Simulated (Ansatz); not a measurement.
# r2SCAN/STO-3G run of NH3S (SMILES NS)

What is the electronic atomisation energy of NH3S at r2SCAN/STO-3G? 

The results are computed with Ansatz 0.2.0.

57 further runs of the same task are left out: 2 that didn't finish, 55 set aside as unsound or not needed.

## Step 1: The system as given

NH3S: 5 atoms, total charge 0, spin state singlet. SMILES: `NS`. The shape is that of a GFN2-xTB optimisation. This is one conformer, not always the lowest.

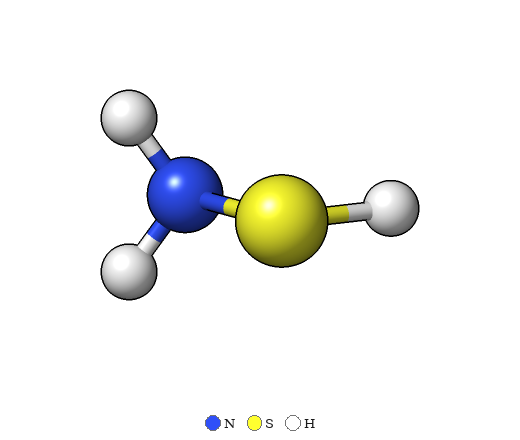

The structure, seen from a chosen angle (nitrogen blue, sulfur yellow, hydrogen white).

## Step 2: A single-point energy at r2SCAN/STO-3G

Input file in.yaml:

```yaml
crystal:
  periodic: [false, false, false]
  atoms:
    - {symbol: N, position_ang: [-0.162760, -0.507400, -0.231700]}
    - {symbol: S, position_ang: [0.168270, 0.954370, 0.610330]}
    - {symbol: H, position_ang: [0.015040, -1.300690, 0.375430]}
    - {symbol: H, position_ang: [-1.135990, -0.524720, -0.519210]}
    - {symbol: H, position_ang: [1.115440, 1.378440, -0.234860]}
basis:
  gaussian:
    orbitals: STO-3G
magnetization:
  spin_polarized: false
hamiltonian:
  xc: {name: r2SCAN}
accuracy: high
```

On the command line:

```
$ ansatz run in.yaml --threads 1 --pin off --max-ram 2610MiB --events-out events.jsonl --progress --plain --runs-dir runs
```

Log:

```text
Warning: RAYON_NUM_THREADS=1 ignored (pool sized by the plan → 1); use --threads N
Functional definition: r2SCAN
  name "r2SCAN"
  parameter k0 = 0.174
  parameter k1 = 0.065
  parameter a1 = 4.9479
  exchange = r2scan_x(k0 = k0, k1 = k1, a1 = a1)
  correlation = r2scan_c
289 factors; integrals over basis functions are off by at most 1.1e-8 eV
mean field evaluation 1: about -12231.4230 eV, gradient 1.2e1 eV
mean field evaluation 2: about -12231.2919 eV, gradient 1.4e1 eV
mean field evaluation 4: about -12231.8619 eV, gradient 8.6e-2 eV
mean field evaluation 8: about -12231.8248 eV, gradient 7.7e-4 eV
mean field -12231.82478354 eV, -449.5112697666 hartree, gradient 1.1e-8 eV, S^2 0.000000; 0 other end points of the search recorded, 0 dependent functions left out
reference -12231.82478389 eV, -449.5112697795 hartree; 13, 13 occupied and 4, 4 virtual orbitals, 289 factors
Total energy: -12231.82478389 eV, -449.5112697795 hartree
```

It took 2 s on 1 thread of Arm Neoverse V1, shared host; peak memory 0.12 GiB.

## Step 3: The H atom at the same level

Input file job.yaml:

```yaml
crystal:
  periodic: [false, false, false]
  atoms:
    - symbol: H
      position_ang: [0.000000, 0.000000, 0.000000]
basis:
  gaussian: {orbitals: STO-3G}
magnetization: {spin_polarized: true, initial_magnetization: 1}
hamiltonian: {xc: r2scan}
accuracy: high
```

Run the same way, it converges to -0.46646 Eh (log not shown).

## Step 4: The N atom, same level

Input file job.yaml:

```yaml
crystal:
  periodic: [false, false, false]
  atoms:
    - {symbol: "N", position_ang: [0.000000, 0.000000, 0.000000]}
basis:
  gaussian:
    orbitals: STO-3G
magnetization:
  spin_polarized: true
  initial_magnetization: 3
hamiltonian:
  xc: {name: r2SCAN}
accuracy: high
```

Run the same way, it converges to -53.87650 Eh (log not shown).

## Step 5: The S atom, same level

Input file input.yaml:

```yaml
crystal:
  periodic: [false, false, false]
  atoms:
    - {symbol: S, position_ang: [0.000000, 0.000000, 0.000000]}
basis:
  gaussian:
    orbitals: STO-3G
magnetization:
  spin_polarized: true
  initial_magnetization: 2
accuracy: high
hamiltonian:
  xc: {name: r2SCAN}
```

Run the same way, it converges to -393.65620 Eh (log not shown).

## Step 6: What came out

Level: r2SCAN/STO-3G.

```
                     quantity          value
       molecule: total energy  -449.51127 Eh
         H atom: total energy    -0.46646 Eh
                 H atom: ⟨S²⟩          0.750
         N atom: total energy   -53.87650 Eh
                 N atom: ⟨S²⟩          3.750
         S atom: total energy  -393.65620 Eh
                 S atom: ⟨S²⟩          2.000
electronic atomisation energy      15.761 eV
```

Taking the molecule apart into free atoms costs 15.76 eV (363 kcal/mol), before zero-point energy and without spin-orbit coupling. In a minimal basis such a difference can be off by several eV, whatever the method.
